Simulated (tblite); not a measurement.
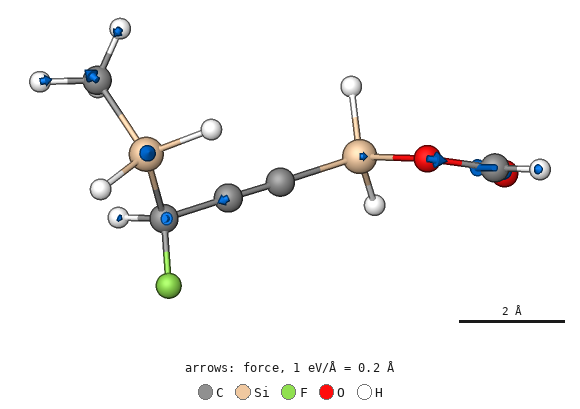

Starting geometry of C5H9FO2Si2 with the computed forces as blue arrows. Style: ball-and-stick. Shown at a tilt.

Theory: tblite, GFN2-xTB geometry optimisation, gas phase. 

> What follows when this structure is relaxed?

It isn't relaxed: the largest force vector, on a C atom, is 5.09 eV/Å. The final displacements have little in common with the starting forces (cosine between the two patterns 0.18). An H atom moves most after the best rigid fit: 1.36 Å. Largest moves by element: H 1.36 Å, O 0.72 Å, F 0.45 Å, C 0.41 Å, Si 0.25 Å. Among the contacts that change: C–Si 1.865 → 1.941 Å, O–Si 1.753 → 1.679 Å, C–O 1.375 → 1.305 Å, C–O 1.261 → 1.195 Å. Among the angles between lasting bonds that change: O–C–H 124.0° → 110.9°, O–C–O 117.6° → 125.8°, H–Si–H 107.7° → 114.0°. Groups turn about C–Si by about 50°, O–Si by about 25°, C–Si by about 25°. After 165 geometry steps the energy has fallen by 80.2 kJ/mol.
